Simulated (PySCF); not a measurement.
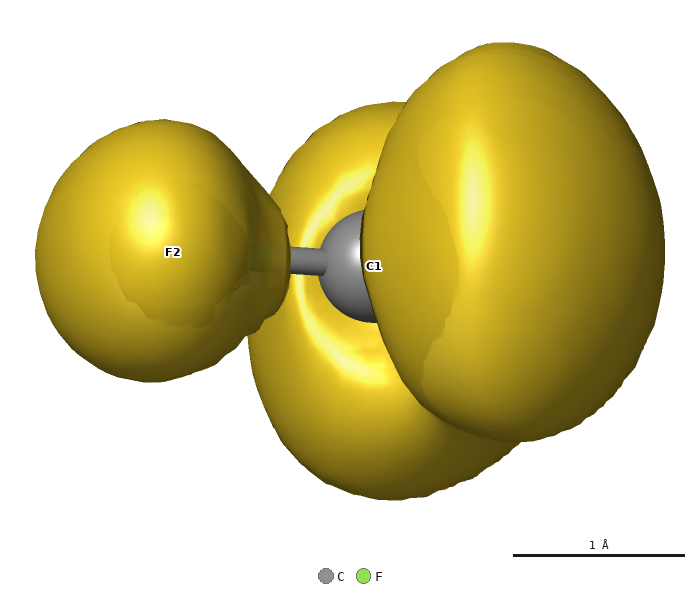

Figure 1: CF (doublet). Isosurface of the electron localisation function at 0.75 (yellow), seen from one side. Only the valence region is drawn (cores and ρ < 0.01 e/Å³ removed).

The calculation used PBE0/def2-TZVPP, non-relativistic Hamiltonian with scalar-relativistic core potentials where named, at a bond length of 1.270 Å (PySCF).

```xyz
2

C     0.0000    0.0000   -0.7784
F     0.0000    0.0000    0.4916
```

Question: Identify the bonds, lone pairs and shells in this picture.

Answer: The surface consists of one region on F in which the atom's valence shell and bonds are merged and one lobe on C, pointing away from the bonds (non-bonding electrons). Profiles from the grid: C–F (1.27 Å): the ELF peaks at about 0.85 between the atoms, as expected for a polar covalent bond.
